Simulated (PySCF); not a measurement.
```xyz
18

C    -2.9115   -0.8479    0.3762
C    -1.4164   -0.8441    0.3978
C    -0.8181    0.0140   -0.7132
O     0.4803   -0.4701   -0.9922
C     1.6128    0.0853   -0.3068
C     2.8455   -0.1367   -1.1104
F     1.6283   -0.4783    0.9531
H    -3.3412   -1.4256    1.1496
H    -3.2647    0.1677    0.4918
H    -3.2786   -1.2293   -0.5984
H    -1.1034   -1.8436    0.0122
H    -1.1197   -0.6590    1.4050
H    -1.3337    0.0201   -1.7026
H    -0.6715    1.0603   -0.4087
H     1.3783    1.1159   -0.2484
H     2.9528   -1.2744   -1.0891
H     2.7321    0.0856   -2.1235
H     3.7107    0.2717   -0.5286
```

Geometry: GFN2-xTB, MD frame at 250 fs, 400 K.

Theory: PBE0/pcSseg-1, SCF density, gas phase, non-relativistic in PySCF 2.14.0.

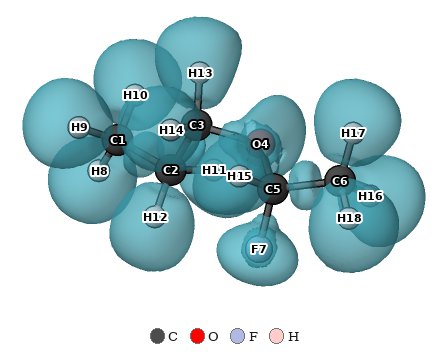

C5H11FO. Isosurface of the ELF at 0.75 (cyan), seen at an oblique angle. Core shells and regions of very low density are left out.

Q: What do the ELF domains correspond to?

A: The ELF exceeds this value in three regions between bonded C–C atoms (shared pairs), eleven regions around hydrogen nuclei, one region on F in which the atom's valence shell and bonds are merged and one region on O in which the atom's valence shell and bonds are merged. Profiles from the grid: C–F (1.38 Å): the ELF peaks at about 0.85 between the atoms, as expected for a polar covalent bond. C–O (1.41 Å): the ELF peaks at about 0.90 between the atoms: a polar covalent bond.
